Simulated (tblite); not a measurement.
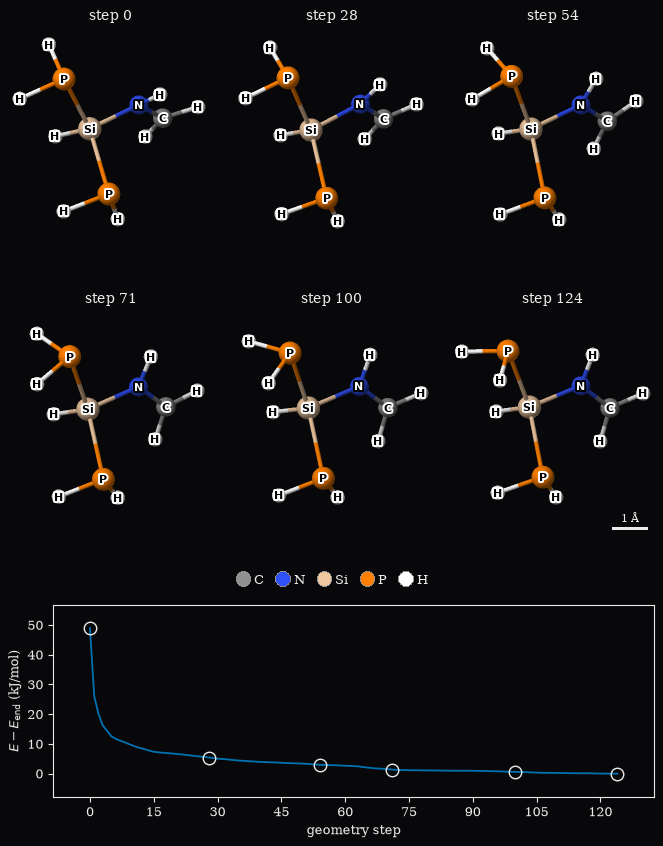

Frames of a relaxation of CH$_{8}$NP$_{2}$Si (multiplicity 2), marked on the history of the run. Style: ball-and-stick. Shown from a free direction.

Level of theory: GFN2-xTB geometry optimisation, gas phase (tblite 0.8.0). 

Q: Describe the path.

A: Over 124 geometry steps the energy falls by 49.0 kJ/mol. The largest move after the best rigid fit is that of an H atom, 1.29 Å. Largest moves by element: H 1.29 Å, P 0.40 Å, C 0.34 Å, Si 0.21 Å, N 0.16 Å. Among the contacts that change: C–N 1.472 → 1.362 Å, P–Si 2.186 → 2.272 Å, H–P 1.424 → 1.380 Å, N–Si 1.699 → 1.733 Å. Bond angles that change, for instance: Si–N–H 111.0° → 119.0°, P–Si–P 110.2° → 115.0°, N–C–H 122.4° → 118.2°. Groups turn about P–Si by about 65°. Cost: 1.5 s on 1 thread of Intel(R) Xeon(R) Processor @ 2.70GHz, with other jobs on the host. From step 0 to 28: an H atom moves most (0.33 Å), energy −43.6 kJ/mol. From step 28 to 54: an H atom moves most (0.40 Å), energy −2.45 kJ/mol. From step 54 to 71: an H atom moves most (0.35 Å), energy −1.60 kJ/mol. From step 71 to 100: H atoms move most (0.34 Å), energy −0.77 kJ/mol. From step 100 to 124: an H atom moves most (0.39 Å), energy −0.61 kJ/mol.
